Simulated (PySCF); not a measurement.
## Electronic structure of C₇H₁₁ClOSi in real space

```xyz
21

C     3.6548   -0.0694    1.2544
Si    3.0742    0.6803   -0.3909
C     1.3484    0.0125   -0.7697
C     0.2358    0.3433   -0.1153
Cl    0.3150    1.4880    1.1794
C    -1.0918   -0.2397   -0.4620
O    -1.1981   -0.9179   -1.4647
C    -2.2284    0.0221    0.4426
C    -3.5877    0.2017   -0.2030
C    -3.2938   -1.0506    0.5313
H     3.6815   -1.1548    1.2043
H     2.9955    0.2065    2.0724
H     4.6542    0.2742    1.5039
H     3.9469    0.2577   -1.4915
H     3.0253    2.1436   -0.3161
H     1.2109   -0.7038   -1.5686
H    -2.0180    0.5947    1.3331
H    -3.6132    0.1606   -1.2813
H    -4.2520    0.9293    0.2371
H    -3.7486   -1.2161    1.4958
H    -3.1198   -1.9456   -0.0464
```

Geometry: GFN2-xTB.

Computed with PBE0/pcSseg-1, SCF density, gas phase, non-relativistic in PySCF.

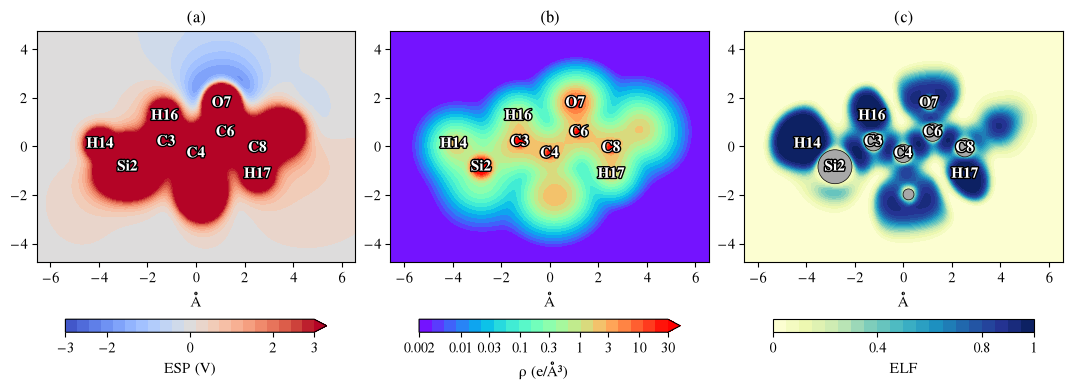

Figure 1. (a) electrostatic potential; (b) electron density; (c) electron localisation function on the plane of atoms C3, Si2 and H14. Grey discs cover the atomic cores in the ELF map.

**What do the fields say about this system?**

Atoms in the plane: Si, C, O and H. C–O (1.22 Å): ρ is about 3.2 e/Å³ halfway; the ELF peaks at about 0.85 between the atoms: a multiple bond. C–C (1.33 Å): ρ is about 2.3 e/Å³ halfway; the ELF peaks at about 0.90 between the atoms (a short, multiple covalent bond). C–Si (1.89 Å): ρ is about 0.92 e/Å³ halfway; the ELF peaks at about 0.95 between the atoms: localised, covalent bonding. C–H (1.08 Å): ρ is about 2 e/Å³ halfway; the ELF climbs to about 1 towards the hydrogen, as it does in any bond to H (a covalent bond by its length). C–C (1.48 Å): ρ is about 1.8 e/Å³ halfway; the ELF peaks at about 0.95 between the atoms; a shared electron pair. The ELF also peaks beside Cl5 and O7, away from the bonds: lone-pair regions. Outside the dense part of the molecule the potential is most negative (−1.9 V) near O7.

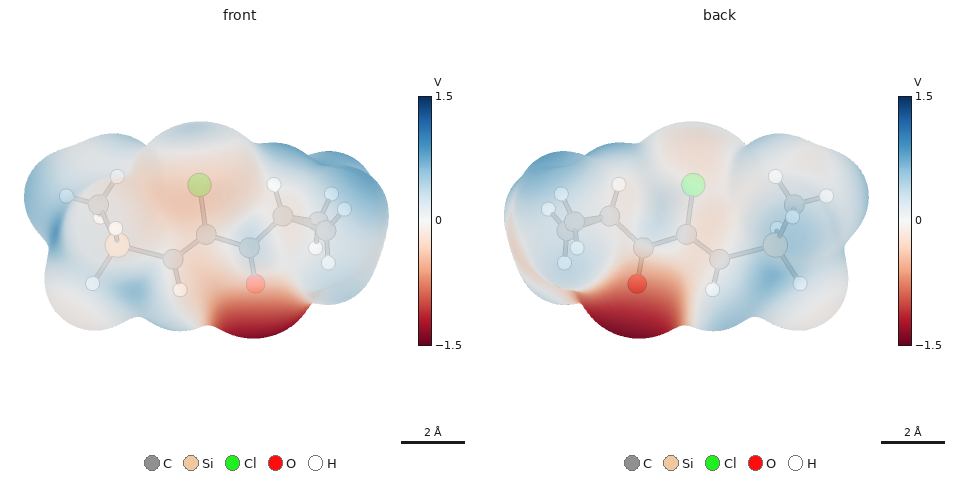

Figure 2. The molecular electrostatic potential painted on the density surface at 0.001 e/bohr³, seen from the front and from behind; red is negative and blue positive.

**Where is the surface potential most negative and most positive?**

The most negative region (about −1.4 V) lies over O7, the most positive (about +0.7 V) over the C, H and Si atoms. Cl5 shows a σ-hole: about +0.4 V at the tip opposite its bond, against about −0.1 V on its flanks. O7 is the likeliest acceptor of a hydrogen bond.
